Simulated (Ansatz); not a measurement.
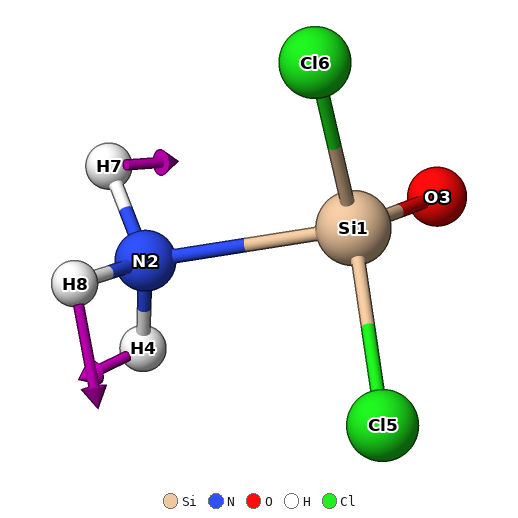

The arrows show one normal mode. Harmonic vibrations computed with RKS PBE0-D4/def2-TZVP (Ansatz 0.2.0) at a stationary point of the same level.

### What kind of motion is it?

Mostly H–N–H bending.

### At what wavenumber does it lie?

1627 cm⁻¹; it is mode 14 of 18 counted from the lowest.
